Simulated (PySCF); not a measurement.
Cl$_{3}$HHfO, SMILES `O[Hf](Cl)(Cl)Cl`.

Method: ωB97X/def2-TZVP; geometry: GFN2-xTB; program: PySCF. Core potentials replace the inner electrons of Hf; spin–orbit coupling isn't included. This is a single-reference result, which may miss multireference character in this system. No frequency check shows the geometry to be a minimum. A basis without diffuse functions makes polarisabilities too small. GFN2-xTB bond lengths at metals and heavier atoms can be off by up to 0.1 Å and shapes distorted, which carries into these values.

Geometry (Å), atoms numbered from 1:

```
O1      -0.6820   -0.0122    1.9160
Hf2     -0.0200   -0.0013    0.2060
Cl3      1.1918    1.7709   -0.4456
Cl4     -1.9177   -0.0125   -1.0039
Cl5      1.2258   -1.7460   -0.4530
H6      -1.6063   -0.0181    2.1842
```

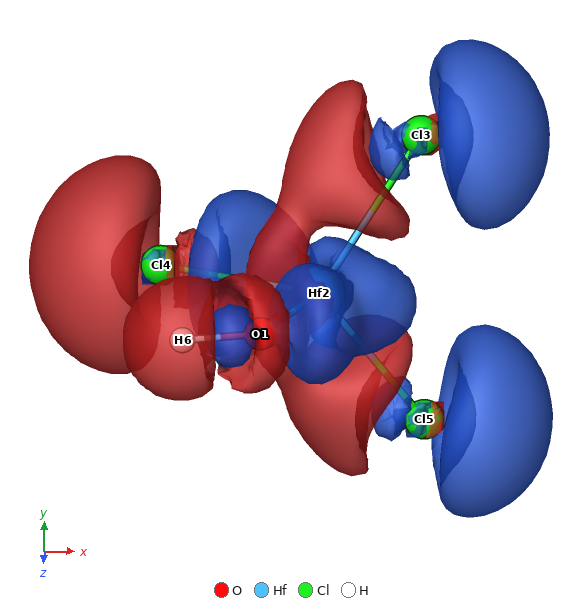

Change of the electron density in a uniform field of 0.21 V/Å, surfaces at ±0.0015 e/Å³ (blue: gain, red: loss).

The field was applied in both directions; the picture shows the one opposite to the script's first.

Question: Along which Cartesian direction does the field point?

Answer: Along −x: electrons gather on the +x side, against the field.

Question: What dipole is induced, and what polarisability does it imply?

Answer: The induced dipole is 0.78 D (along the field); α along this axis, from the fields in both directions, is 77 bohr³ (11.3 Å³).
